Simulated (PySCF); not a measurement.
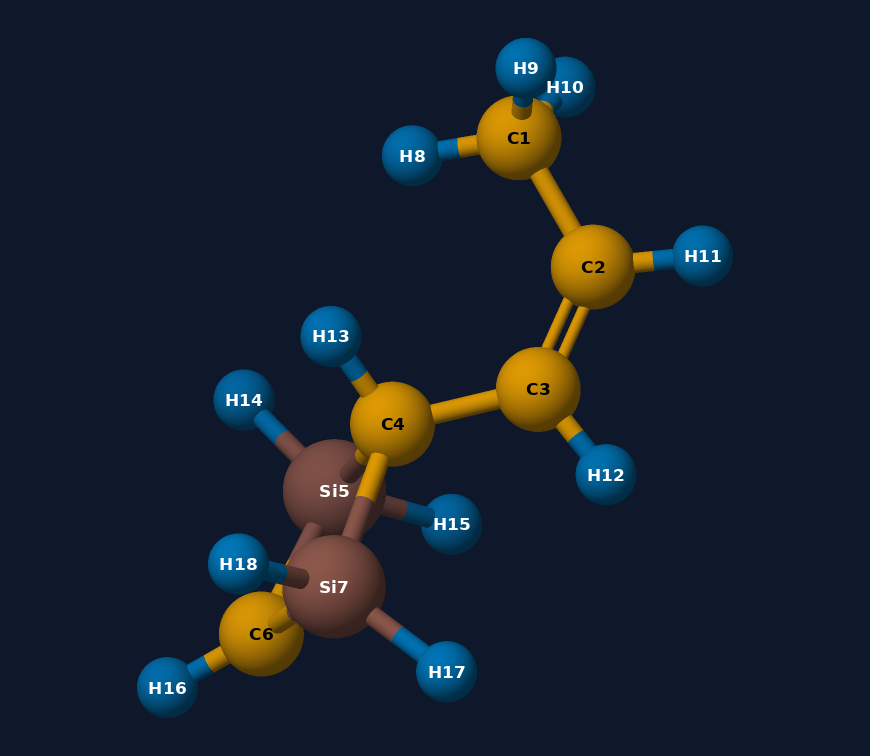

State: neutral, doublet. Computed geometry: GFN2-xTB optimisation. No frequency run is at hand to confirm it as a minimum. Method: UKS B3LYP, pcH-1 on C H Si, non-relativistic (PySCF 2.14.0). Fermi-contact and spin-dipolar terms alone, no spin-orbit part.

### Which nucleus has the largest dipolar (anisotropic) hyperfine coupling?

13C at C6: principal values −70.3, −68.6, 138.9 MHz.

List the isotropic and dipolar parts for the most strongly coupled nuclei, one of each equivalent set.

```json
{"atom": "C6", "isotope": "13C", "a_iso (MHz)": "90.9", "dipolar part (MHz)": "−70.3, −68.6, 138.9"}
{"atom": "H16", "isotope": "1H", "a_iso (MHz)": "−52.7", "dipolar part (MHz)": "−33.8, −1.3, 35.2"}
{"atom": "C4", "isotope": "13C", "a_iso (MHz)": "21.6", "dipolar part (MHz)": "−2.7, −2.7, 5.4"}
{"atom": "H13", "isotope": "1H", "a_iso (MHz)": "−6.1", "dipolar part (MHz)": "−2.8, −2.1, 5.0"}
{"atom": "H18", "isotope": "1H", "a_iso (MHz)": "44.1", "dipolar part (MHz)": "−2.8, −2.0, 4.9"}
{"atom": "H14", "isotope": "1H", "a_iso (MHz)": "37.8", "dipolar part (MHz)": "−2.8, −2.0, 4.8"}
{"atom": "H15", "isotope": "1H", "a_iso (MHz)": "61.1", "dipolar part (MHz)": "−3.0, −1.8, 4.8"}
{"atom": "H17", "isotope": "1H", "a_iso (MHz)": "54.2", "dipolar part (MHz)": "−3.0, −1.8, 4.8"}
```

The geometry is semi-empirical. Around Si such bond lengths and angles can be off by a tenth of an ångström or more and by several degrees, and values that hang on the shape move with them.
